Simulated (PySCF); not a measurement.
Breaking a bond: HF, singlet.

- UKS-M06-2X = unrestricted M06-2X/cc-pVTZ (PySCF 2.14.0)
- RKS-B3LYP = restricted B3LYP/cc-pVTZ (PySCF 2.14.0)
- UKS-B3LYP = unrestricted B3LYP/cc-pVTZ (PySCF)

Magnitude of the dipole moment (D; its direction can reverse along the curve, and a method can change to another solution) and Mulliken charge of the fragment that holds F1:

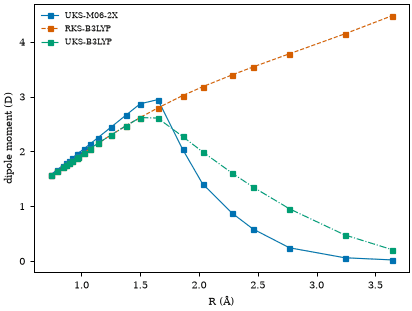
Dipole moment against bond length.

```tsv
R / Å	μ UKS-M06-2X	q UKS-M06-2X	μ RKS-B3LYP	q RKS-B3LYP	μ UKS-B3LYP	q UKS-B3LYP
0.74	1.58	-0.20	1.56	-0.15	1.56	-0.15
0.79	1.66	-0.25	1.63	-0.21	1.63	-0.21
0.84	1.74	-0.30	1.71	-0.26	1.71	-0.26
0.87	1.79	-0.32	1.75	-0.28	1.75	-0.28
0.89	1.83	-0.33	1.78	-0.30	1.78	-0.30
0.92	1.88	-0.34	1.83	-0.32	1.83	-0.32
0.96	1.94	-0.36	1.89	-0.34	1.89	-0.34
0.97	1.96	-0.36	1.90	-0.34	1.90	-0.34
1.02	2.05	-0.37	1.98	-0.35	1.98	-0.35
1.07	2.13	-0.38	2.05	-0.36	2.05	-0.36
1.14	2.25	-0.38	2.15	-0.37	2.15	-0.37
1.25	2.44	-0.38	2.30	-0.37	2.30	-0.37
1.38	2.66	-0.39	2.47	-0.36	2.47	-0.36
1.50	2.87	-0.39	2.62	-0.36	2.62	-0.36
1.65	2.94	-0.37	2.79	-0.35	2.61	-0.32
1.86	2.04	-0.23	3.02	-0.33	2.27	-0.25
2.03	1.41	-0.14	3.18	-0.32	1.99	-0.20
2.28	0.88	-0.08	3.39	-0.30	1.61	-0.14
2.46	0.58	-0.05	3.54	-0.28	1.35	-0.11
2.77	0.24	-0.02	3.78	-0.27	0.95	-0.07
3.24	0.06	0.00	4.14	-0.26	0.48	-0.03
3.64	0.02	0.00	4.47	-0.25	0.21	-0.01
```

The unrestricted determinant behind UKS-M06-2X, UKS-B3LYP is spin-contaminated at 1.65 to 3.64 Å (<S²> up to 1.0, against 0.00 for a pure singlet). At the longest distance RKS-B3LYP leaves fractional charges on the fragments, a sign of delocalisation error or of the restricted form. The restricted form behind RKS-B3LYP keeps the bonding electrons paired and can't separate into open-shell fragments.
